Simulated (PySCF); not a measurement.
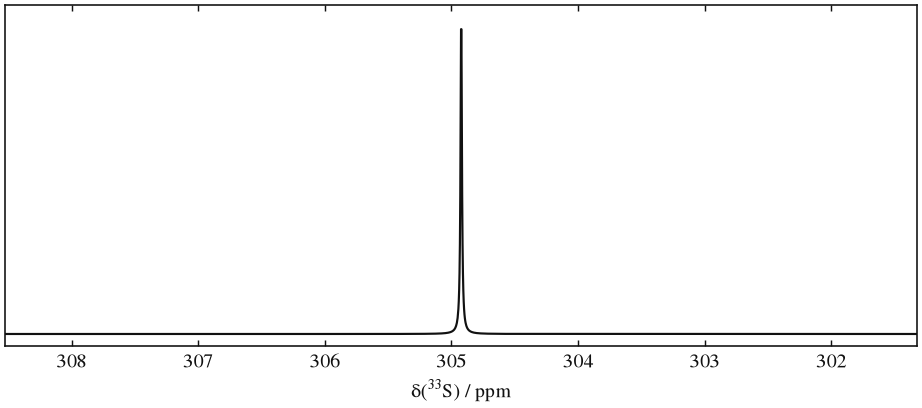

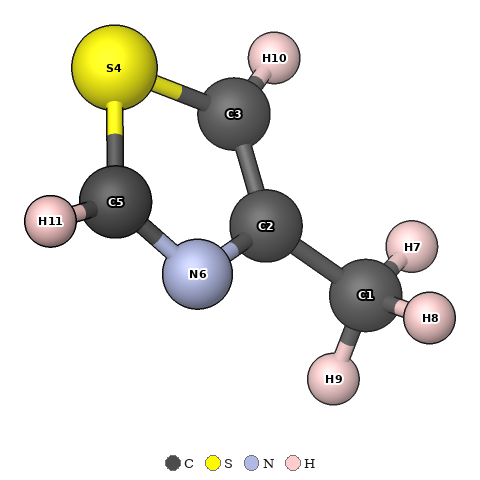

Spectrum and numbered structure of C₄H₅NS (4-methylthiazole), SMILES Cc1cscn1. GIAO shifts, B3LYP/pcSseg-2, PySCF 2.14.0, at a PBE0-D3(BJ)/def2-SVP geometry (no frequency check), against CS₂ for ³³S computed at the same level. Gas phase, fully decoupled, line heights follow the number of nuclei, widths are arbitrary (no quadrupolar broadening); values of one conformer, averaged over methyl-type rotors and exact or near symmetry.

Question: Where does the ³³S line lie?

Answer: At 304.9 ppm (S4).
